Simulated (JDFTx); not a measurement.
Ir(100) slab cut from bulk Ir (space group Fm-3m, indices of the conventional cell, lattice of the Materials Project entry mp-101, not re-optimised): 4 atoms in 4 planes, a 1x1 cell of 7.43 Å² (|a| = 2.725, |b| = 2.725 Å), 5.7 Å between the outermost planes, cell height 21.8 Å, 8×8×1 k mesh, Fermi smearing 0.01 Ha, no spin polarisation.

Level of theory: PBE, GBRV ultrasoft potentials, plane waves to 20/100 Ha; code: JDFTx (a modified build). Liquid on both sides: linear PCM (GLSSA13), water, 2 M KCl; nuclei fixed. Potentials are on the SHE scale by the convention U = −μ/e − 4.44 V; references calibrated for a solvation model differ from this value.

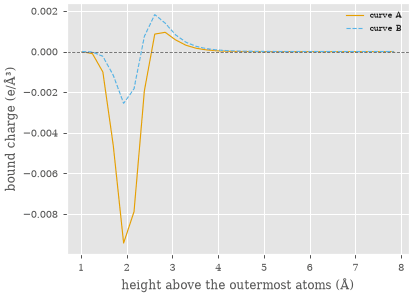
Figure: Plane-averaged bound charge of the liquid for two states of the electrode

Problem. One curve is the neutral slab. Which, and what is the sign of the other's charge?

Solution. Curve B is neutral (potential of zero charge, 0.82 V). Curve A is positively charged, 8.0 μC/cm² at 1.30 V.
